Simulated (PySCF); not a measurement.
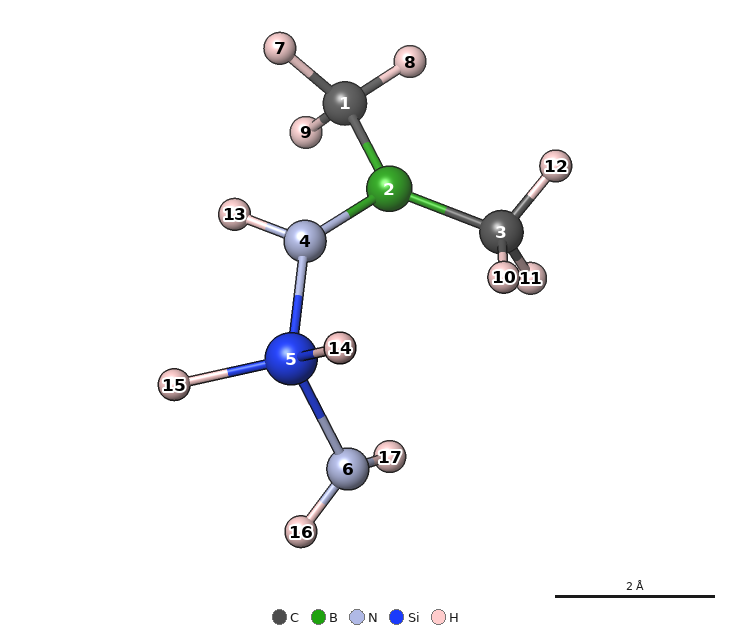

Numbered structure. Geometry: a frame of a GFN2-xTB molecular-dynamics simulation, not a minimum.

Question: How are the neighbours of atom 3 arranged?

Answer: C3 has 4 neighbours (B2 at 1.52, H10 at 1.06, H11 at 1.08, H12 at 1.08 Å); the arrangement is tetrahedral.

Question: Describe the coordination of atom 5.

Answer: Si5 has 4 neighbours (N4 at 1.79, N6 at 1.73, H14 at 1.54, H15 at 1.51 Å); the arrangement is tetrahedral.

Question: What is the geometry at B2?

Answer: B2 has 3 neighbours (C1 at 1.58, C3 at 1.52, N4 at 1.45 Å); the arrangement is trigonal planar.

Question: How are the neighbours of atom 1 arranged?

Answer: C1 has 4 neighbours (B2 at 1.58, H7 at 1.13, H8 at 1.07, H9 at 1.06 Å); the arrangement is tetrahedral.

Question: What is the dihedral angle C3–B2–N4–Si5?

Answer: 7° in size, that is syn (eclipsed).
